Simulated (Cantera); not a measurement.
Feed: 1 mol Si, 2.8 mol NF3, 0.77 mol N2, held at 675 °C.

Method: chemical equilibrium by Gibbs-energy minimisation in Cantera with the NASA 1993 tables (ideal gas, pure condensed phases). Candidate condensed phases: Si, Si3N4; 16 gas species. The numbers say what is thermodynamically allowed, not how fast it happens.

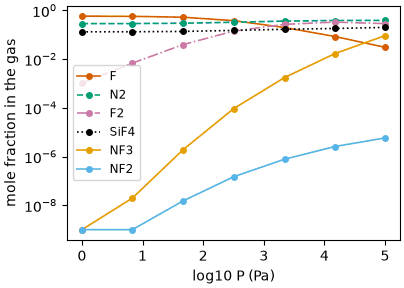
*Equilibrium gas composition (values under 1e-9 drawn at 1e-9)*

From 1.00 Pa to 100000 Pa nothing is condensed. The main Si-bearing gas is SiF4 throughout.
